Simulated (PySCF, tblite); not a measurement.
# C2H7N3Si2: geometry, infrared bands and NMR shifts

Aim: predict the infrared bands and NMR shifts of C2H7N3Si2 (`[SiH3]c1nncn1[SiH3]`).

Programs: tblite 0.8.0 and PySCF 2.14.0, with density-fitted response routines of our own. Each step states its level of theory. These are calculated values for one molecule in the gas phase, unless marked as measured. Atoms count from 0, in the outputs and in this text.

### 1 The starting structure

14 atoms, charge 0, multiplicity 1; geometry from: force field or distance geometry start.

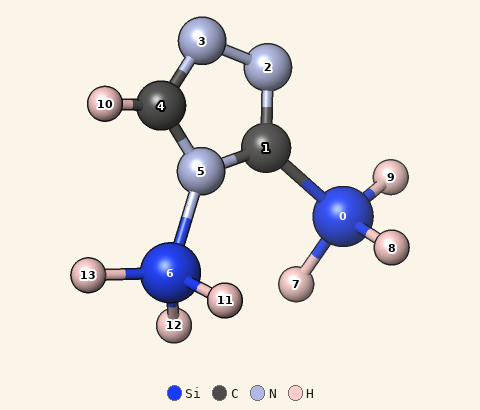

As it starts; silicon blue, carbon dark grey, nitrogen light blue, hydrogen pink, atoms numbered; sticks join atoms by distance.

### 2 Relaxing the molecule with GFN2-xTB

Job settings and geometry (Å):

```
{"job": {"kind": "relax", "xc": "GFN2-xTB", "basis": "xTB"}, "charge": 0, "multiplicity": 1}
Si     2.121100    -0.315200     0.005700
C      0.633200     0.792600    -0.118600
N      0.671300     2.118600    -0.263300
N     -0.600800     2.536100    -0.310700
C     -1.419200     1.459100    -0.160400
N     -0.642200     0.388300    -0.051600
Si    -1.253300    -1.293900     0.152700
H      1.771400    -1.510400    -0.793000
H      2.233500    -0.719100     1.420100
H      3.308900     0.317900    -0.496600
H     -2.507700     1.470200    -0.160000
H     -1.040700    -1.638900     1.584600
H     -0.583000    -2.228800    -0.742400
H     -2.693400    -1.377200    -0.088700
```

Launch:

```bash
OMP_NUM_THREADS=1 python probes_run.py task.json out
```

The driver reads the jobs from task.json and runs them one after another.

**Question.** This job is followed by: GFN2-xTB harmonic vibrations, gas phase; GIAO PBE0/pcSseg-1 NMR shielding, non-relativistic, gas phase. What will the session give for the following? strongest single infrared mode (GFN2-xTB); zero-point energy (GFN2-xTB); ¹³C shifts against TMS (PBE0/pcSseg-1); ¹H shifts against TMS (PBE0/pcSseg-1, means over atoms taken as alike); ²⁹Si shifts against TMS (PBE0/pcSseg-1); ¹⁵N shifts against NH3 (PBE0/pcSseg-1); surface potential, least and greatest.

The runs gave:

| quantity | value |
| --- | --- |
| strongest single infrared mode (GFN2-xTB) | 808 cm⁻¹, 536 km/mol |
| zero-point energy (GFN2-xTB) | 53.5 kcal/mol |
| ¹³C shifts against TMS (PBE0/pcSseg-1) | 152.5, 152.0 ppm |
| ¹H shifts against TMS (PBE0/pcSseg-1, means over atoms taken as alike) | 7.99, 5.22, 4.73 ppm |
| ²⁹Si shifts against TMS (PBE0/pcSseg-1) | -56.9, -88.1 ppm |
| ¹⁵N shifts against NH3 (PBE0/pcSseg-1) | 402.1, 372.3, 186.3 ppm |
| surface potential, least and greatest | -2.16 V and 1.92 V |

Over 72 steps the energy fell by 0.353 eV; of the close pairs, N3–C4 changed most, 1.361 to 1.292 Å. The lowest mode is slightly imaginary (10i cm⁻¹), a soft motion within the noise of the Hessian, so the minimum is not strictly shown. The strongest single mode, at 808 cm⁻¹, has its largest shares on H8, H7, H12 and H11 (the list is cut at 4 atoms). Unscaled tight-binding wavenumbers are off by several per cent, some by more. Its intensities can rank the bands wrongly. NICS(1)zz of -33 ppm above the planar ring from C1 marks a diatropic (aromatic) ring current. By nearest atom (PBE0/pcSseg-1), the HOMO sits on N2, N3 about 41 % each; C1, C4 about 7 % each and the LUMO on C1 21 %; N2, N5 about 13 % each.
